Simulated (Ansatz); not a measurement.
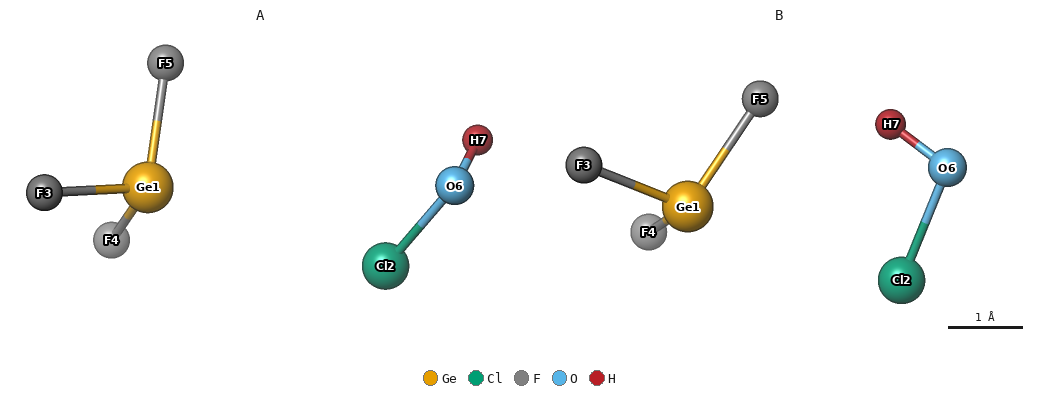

Two geometries of GeHOClF₃ (multiplicity 2), drawn at one scale. One is the start of a relaxation, the other its converged end. A ball-and-stick model, seen at a tilt.

These are results of UKS B3LYP/def2-SVP in Ansatz 0.2.0, not measurements. Settings: collinear spin; force threshold 0.03 eV/Å; at most 50 steps.

### Which geometry has the lower energy?

Structure B is the relaxed one. The run prepares an end point of a later path (reaction) calculation, from a guessed geometry. The largest move after the best rigid fit is that of H7, 1.47 Å. Largest moves by element: H 1.47 Å, F 1.16 Å, O 0.56 Å, Ge 0.39 Å, Cl 0.20 Å. Near-neighbour distances that change, for instance: Ge1–Cl2 3.414 → 3.091 Å, Cl2–O6 1.650 → 1.711 Å, Ge1–F5 1.744 → 1.772 Å, O6–H7 0.977 → 0.984 Å. Among the angles between lasting bonds that change: Cl2–O6–H7 104.9° → 101.8°, F3–Ge1–F5 105.8° → 103.4°. The energy falls by 26.8 kJ/mol in 15 accepted moves (17 points after the start). Largest force component: 1.4 eV/Å at the start, 0.0069 eV/Å at the end. The line search rejected the trial steps at points 3, 15 of the run. Cost: 79 s on 4 threads of Intel(R) Xeon(R) Platinum 8259CL CPU @ 2.50GHz (Skylake/Cascade Lake) (shared host), peak memory 0.43 GiB.

Limits of the set-up: the start holds two separate molecules, 3.4 Å apart at their closest, whose relative position is a soft coordinate and is computed without a dispersion correction.
